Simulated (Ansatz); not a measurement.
**H7PSi2 (SMILES [SiH3]P[SiH3]): density, localisation and related maps**

```
atom    x (Å)    y (Å)    z (Å)
   P   0.9394   0.2548  -1.1591
  Si   0.6931  -2.0026  -1.3051
  Si  -1.2732   0.7847  -1.1192
   H   0.2489  -2.4909   0.0315
   H  -0.3028  -2.4303  -2.3313
   H   2.0188  -2.6011  -1.6318
   H   1.0867   0.4528  -2.5679
   H  -2.0768   0.0773  -2.1594
   H  -1.7963   0.4170   0.2274
   H  -1.4085   2.2563  -1.3145
```

Geometry: B3LYP-D3(BJ)/def2-SVP.

The calculation used isolated molecule in a Gaussian basis; Kohn-Sham density functional theory, functional PBE0 (Ansatz).

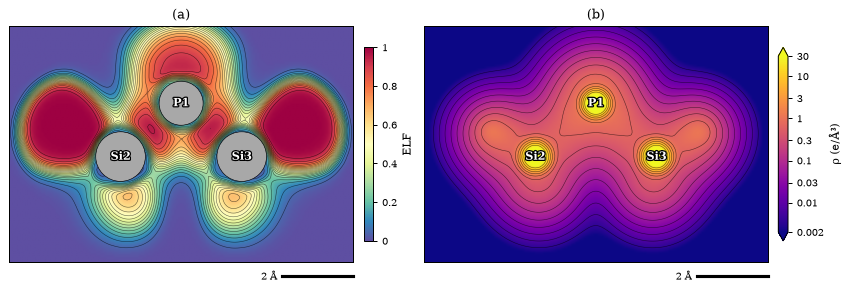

Figure 1. (a) electron localisation function; (b) electron density on the plane of atoms Si2, P1 and Si3. Grey discs cover the atomic cores in the ELF map.

> Read the bonding off the picture.

- Atoms in the plane: P and Si.
- Si–P (2.28 Å): ρ is about 0.69 e/Å³ halfway, with its minimum of 0.62 e/Å³ about 0.8 Å from Si; the ELF peaks at about 0.95 between the atoms; localised, covalent bonding.
- The ELF also peaks beside P1, away from the bonds: lone-pair regions.

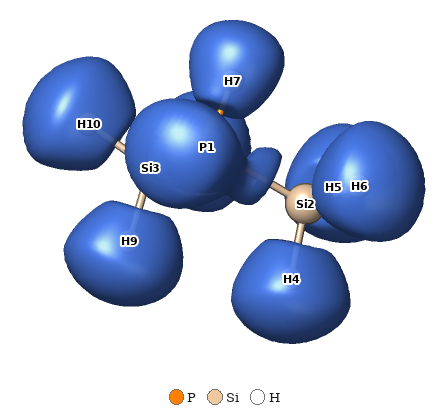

Figure 2. Isosurface of the ELF at 0.8 (blue), seen at a tilt. Only the valence region is drawn (cores and ρ < 0.01 e/Å³ removed).

> What do the ELF domains correspond to?

The surface consists of seven regions around hydrogen nuclei and one region on P in which the atom's valence shell and bonds are merged. Profiles from the grid: P–H (1.43 Å): the ELF climbs to about 1 towards the hydrogen, as it does in any bond to H.

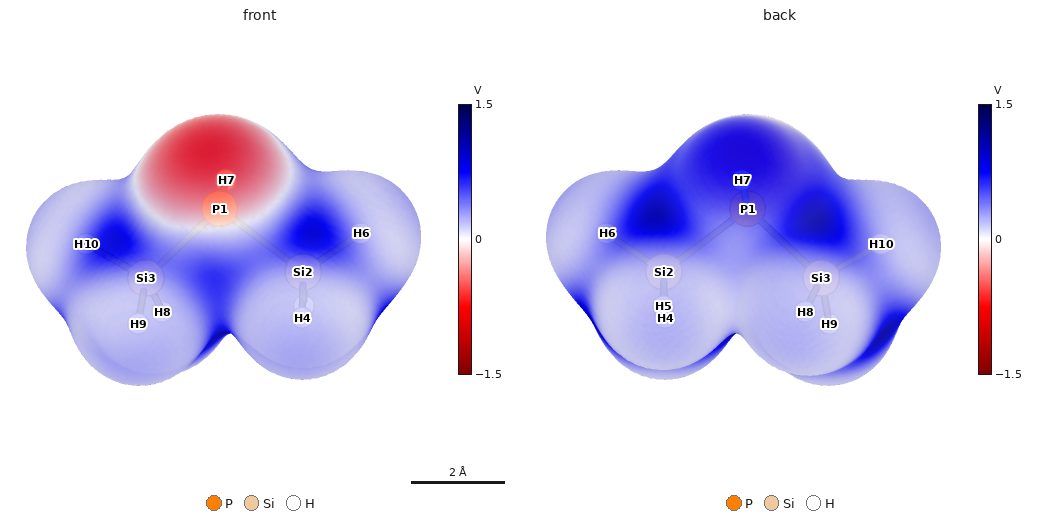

Figure 3. The electrostatic potential painted on the density surface at 0.002 e/bohr³, seen from the front and from behind; the colour scale runs from red (negative) to blue (positive).

> Describe the electrostatic potential map.

The most negative region (about −0.7 V, or −16 kcal/mol for a unit charge) lies over P1, the most positive (about +1.1 V, or +25 kcal/mol for a unit charge) over Si2 and Si3.

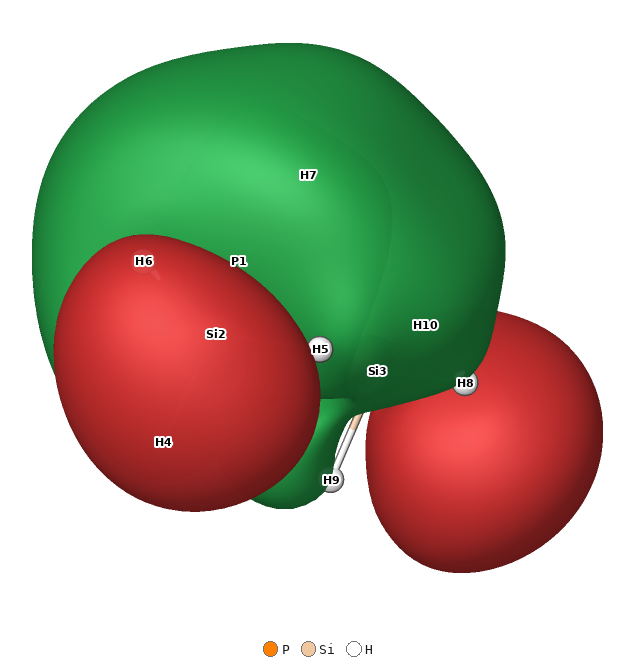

Figure 4. The LUMO at ±0.05 Å⁻³ᐟ² (green and red are the two phases), seen at an oblique angle.

> What is the character of this orbital?

By Hirshfeld shares it lies mainly on Si2 (about 25 %), Si3 (about 25 %), P1 (about 25 %) and H7 (about 5 %). Its energy is −0.25 eV.
